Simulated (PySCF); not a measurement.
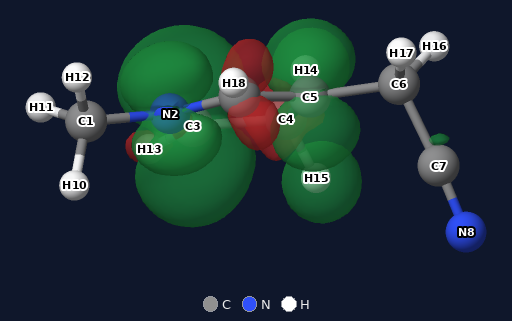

Figure 1: C7H9N2 (doublet). Isosurfaces of the spin density at +0.015 (green) and −0.015 e/Å³ (red), seen from one side.

Geometry: GFN2-xTB.

Theory: PySCF, UKS B3LYP, pcH-1 on C H N, non-relativistic, mean-field spin-orbit, GIAO.

```yaml
atoms:
  - { symbol: C, position_ang: [-2.6889, 0.0569, 0.6492] }
  - { symbol: N, position_ang: [-1.3723, 0.0968, 0.0890] }
  - { symbol: C, position_ang: [-1.0563, -0.2294, -1.1996] }
  - { symbol: C, position_ang: [0.4199, -0.1718, -1.3767] }
  - { symbol: C, position_ang: [0.8538, 0.2986, -0.0142] }
  - { symbol: C, position_ang: [2.2862, 0.5008, 0.3654] }
  - { symbol: C, position_ang: [2.8832, -0.7970, 0.5845] }
  - { symbol: N, position_ang: [3.2935, -1.8530, 0.7457] }
  - { symbol: C, position_ang: [-0.2383, 0.4103, 0.7809] }
  - { symbol: H, position_ang: [-2.8914, -0.9155, 1.1125] }
  - { symbol: H, position_ang: [-3.4275, 0.2276, -0.1337] }
  - { symbol: H, position_ang: [-2.7936, 0.8308, 1.4104] }
  - { symbol: H, position_ang: [-1.7799, -0.6379, -1.8718] }
  - { symbol: H, position_ang: [0.7305, 0.5233, -2.1756] }
  - { symbol: H, position_ang: [0.8641, -1.1473, -1.6438] }
  - { symbol: H, position_ang: [2.8386, 1.0127, -0.4305] }
  - { symbol: H, position_ang: [2.3653, 1.0827, 1.2878] }
  - { symbol: H, position_ang: [-0.2954, 0.7178, 1.8088] }
```

> Where is the unpaired spin?

The unpaired spin (1 electron) lies mostly on C3 (about 0.5), N2 (about 0.1) and C5 (about 0.1), in electrons by Hirshfeld's partition.
